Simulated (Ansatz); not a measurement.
**CH5FGeSi: up Jacob's ladder to CCSD(T)**

How much do the methods differ for CH5FGeSi? The plan is to run it at one geometry with functionals of several rungs and with coupled cluster. The yardstick is the atomisation energy at the CCSD(T) limit.

Method: functionals in def2-TZVPP, the program's frozen cores in correlated methods; program: Ansatz 0.2.0, Gaussian basis.

The runs, in order: PBE-D4, r2SCAN-D4, PBE0-D4, B3LYP-D4, ωB97X-V, ωB97M-V, B2PLYP; CCSD(T)/def2-TZVPP; MP2/def2-QZVPP; extrapolation to the limit.

## Step 1: The geometry

The geometry comes from an earlier relaxation with PBE0-D4 in a triple-zeta def2 set; it is a stationary point, not always the lowest conformer.

SMILES `F[CH]1[SiH2][GeH2]1`, 9 atoms, charge 0, spin multiplicity 1.

Atoms are counted from 1 here; the program's logs count them from 0.

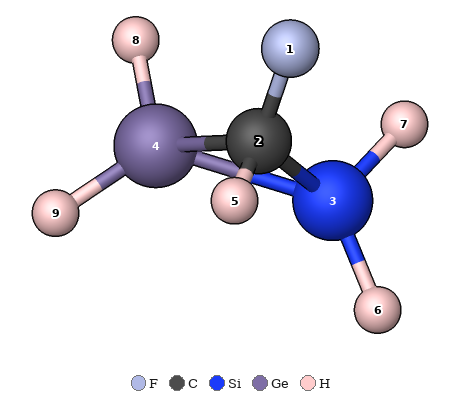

The structure; fluorine light blue, carbon dark grey, silicon blue, germanium purple, hydrogen pink; atoms are numbered from 1 in the order of the file.

## Step 2: PBE-D4 (GGA)

in.yaml reads:

```yaml
crystal:
  periodic: [false, false, false]
  atoms:
    - {symbol: F, position_ang: [-0.273122, -0.489197, -2.095530]}
    - {symbol: C, position_ang: [-0.377059, 0.191886, -0.908476]}
    - {symbol: Si, position_ang: [1.116507, 0.593655, 0.185171]}
    - {symbol: Ge, position_ang: [-0.686100, -0.698159, 0.870511]}
    - {symbol: H, position_ang: [-1.075677, 1.027154, -1.005916]}
    - {symbol: H, position_ang: [1.440041, 2.007176, 0.500496]}
    - {symbol: H, position_ang: [2.311824, -0.231346, -0.105573]}
    - {symbol: H, position_ang: [-0.426136, -2.203554, 0.925465]}
    - {symbol: H, position_ang: [-1.941580, -0.243813, 1.616754]}
basis:
  gaussian: {orbitals: def2-TZVPP}
hamiltonian: {xc: pbe, dispersion: d4}
output: {forces: true, orbitals: {seedname: orbitals}}
```

On the command line:

```sh
ansatz run in.yaml --threads 4 --pin off --events-out ev --progress --plain --max-ram 10444MiB
```

Further steps of the session: r2SCAN-D4 (meta-GGA); PBE0-D4 (hybrid); B3LYP-D4 (hybrid); ωB97X-V (range-separated); ωB97M-V (range-separated); B2PLYP (double hybrid); CCSD(T) in def2-TZVPP; MP2 in def2-QZVPP.

**Question.** What will the summary of the whole plan be? Wanted: atomisation energy, CCSD(T)/CBS; farthest; mean size of error, hybrid; mean size of error, range-separated; gap, smallest and largest; T1 diagnostic; triples share of the correlation energy.

The runs gave:

| quantity | value |
| --- | --- |
| atomisation energy, CCSD(T)/CBS | 28.454 eV |
| functionals within 0.285 eV (1.0 %) | r2SCAN-D4, PBE0-D4, B3LYP-D4, ωB97X-V, ωB97M-V |
| farthest | B2PLYP (-0.559 eV) |
| mean size of error, hybrid | 0.211 eV |
| mean size of error, range-separated | 0.148 eV |
| gap, smallest and largest | 4.45 eV (PBE-D4), 10.48 eV (ωB97X-V) |
| T1 diagnostic | 0.0130 |
| triples share of the correlation energy | 3.7 % |

**Reading.** PBE-D4 misses by +0.333 eV. Double hybrids carry the basis error of their MP2 part in triple zeta, and no dispersion term here, so their miss is partly the set-up's. The reference freezes the cores and leaves out relativity and excitations past (T), and its outer-core shells are covered unevenly, so misses under about 0.285 eV can't be ranked. Hartree-Fock recovers 70 % of the binding; the rest is correlation. Orbital gaps span 4.4 to 10.5 eV; exact exchange widens them. Correlated methods include outer-core shells of Ge, which these sets cover unevenly.
